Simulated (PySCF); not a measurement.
C5H9AlO (SMILES C=C/C=C\[O][AlH][CH3])

| atom | x (Å) | y (Å) | z (Å) |
| --- | --- | --- | --- |
| C | -3.4510 | -0.1024 | -0.4075 |
| C | -2.1405 | -0.0279 | -0.1971 |
| C | -1.5460 | 0.3643 | 1.0573 |
| C | -0.2282 | 0.4395 | 1.2700 |
| O | 0.7077 | 0.1609 | 0.3476 |
| Al | 1.6293 | -0.2418 | -0.9742 |
| C | 3.6163 | -0.1990 | -0.8857 |
| H | -4.1618 | 0.1326 | 0.3683 |
| H | -3.8599 | -0.3993 | -1.3577 |
| H | -1.4428 | -0.2696 | -0.9933 |
| H | -2.2111 | 0.6106 | 1.8712 |
| H | 0.1720 | 0.7399 | 2.2335 |
| H | 0.8299 | -0.6347 | -2.2229 |
| H | 4.0790 | -0.4893 | -1.8314 |
| H | 3.9934 | 0.7983 | -0.6343 |
| H | 4.0061 | -0.8731 | -0.1152 |

Geometry: GFN2-xTB.

These are results of PySCF 2.14.0, CAM-B3LYP/def2-SVPD, SCF density, gas phase, not measurements.

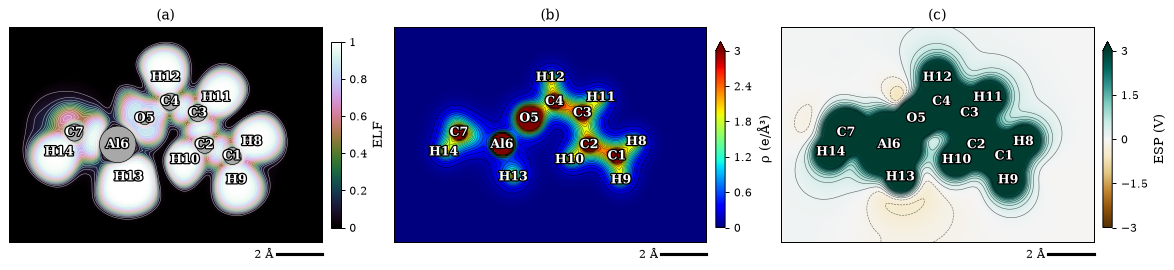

Figure 1. (a) ELF; (b) total electron density; (c) electrostatic potential on the plane of atoms C7, Al6 and H13. Grey discs cover the atomic cores in the ELF map.

### What do the fields say about this system?

The section cuts through C, O, Al and H sites. C–C (1.33 Å): ρ is about 2.3 e/Å³ halfway; the ELF peaks at about 0.95 between the atoms: a short, multiple covalent bond. C–O (1.34 Å): ρ at the midpoint is about 2.4 e/Å³; the ELF peaks at about 0.90 between the atoms: a polar covalent bond. Al–O (1.66 Å): ρ is about 0.83 e/Å³ halfway; the ELF peaks at about 0.85 in the valence shell of O, 0.6 Å from its nucleus, and is about 0.30 at the midpoint. C–Al (1.99 Å): ρ is about 0.7 e/Å³ halfway; the ELF peaks at about 0.95 between the atoms, as expected for a shared but strongly polarised pair. C–H (1.08 Å): ρ is about 2 e/Å³ halfway; the ELF climbs to about 1 towards the hydrogen, as it does in any bond to H (a covalent bond by its length). The ELF also peaks beside O5, away from the bonds: lone-pair regions. Outside the dense part of the molecule the potential is most negative (−0.6 V) near O5.

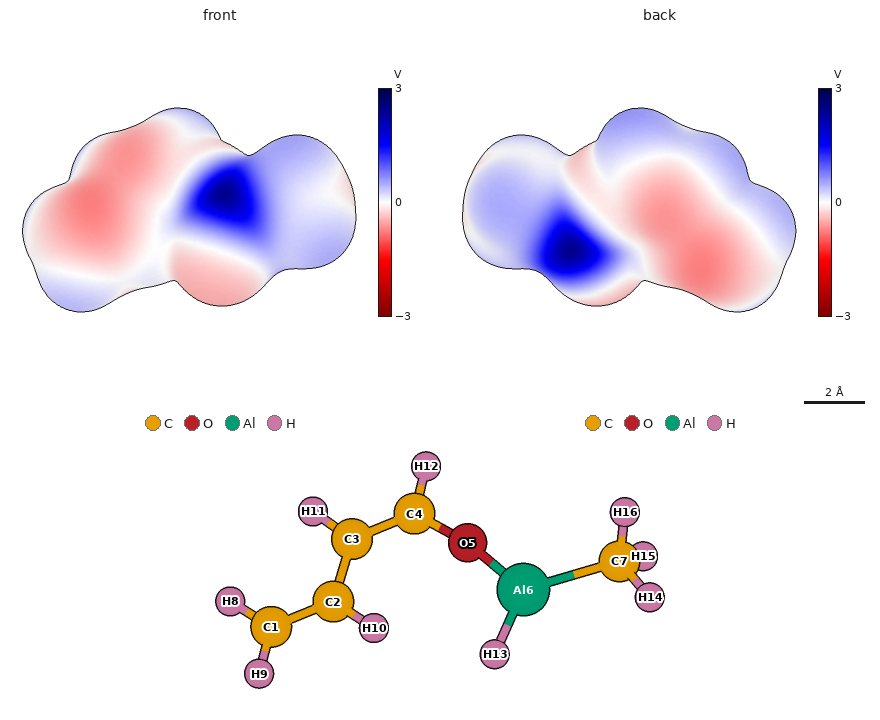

Figure 2. The electrostatic potential painted on the density surface at 0.001 e/bohr³, seen from the front and from behind; red is negative and blue positive. The bare structure is drawn below in the same view.

### Where is the surface potential most negative and most positive?

The most negative region (about −0.7 V, or −16 kcal/mol for a unit charge) lies over the π face of C1 and C2, the most positive (about +2.3 V, or +53 kcal/mol for a unit charge) over Al6.
